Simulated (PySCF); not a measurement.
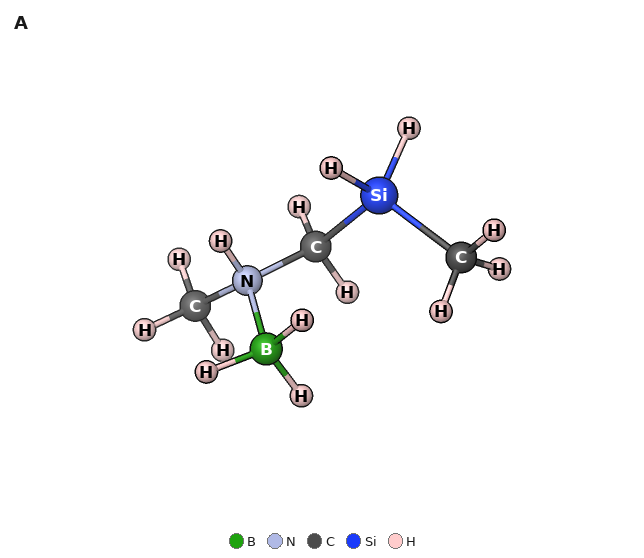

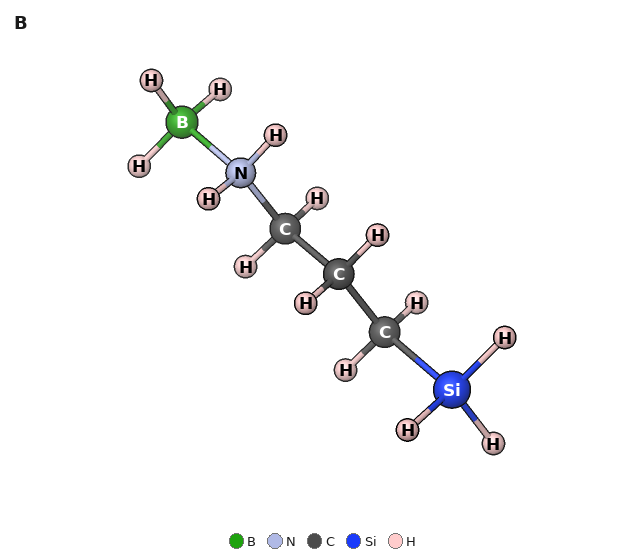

2 stationary structures of one formula. Geometries: GFN2-xTB. Electronic energies: PBE0/pcSseg-1 (PySCF 2.14.0), without zero-point energy. No frequency run is at hand to confirm each as a minimum. Each is one conformer, not always the lowest.

**How are they related?**

They are constitutional isomers of C3H14BNSi: A `[BH3-][N@H+](C)C[SiH2]C`, B `[BH3-][NH2+]CCC[SiH3]`.

**Which is lowest in energy, and by how much?**

A is lowest; B lies 0.137 eV above it.

The geometry is semi-empirical. Around B, Si such bond lengths and angles can be off by a tenth of an ångström or more and by several degrees, and values that hang on the shape move with them.
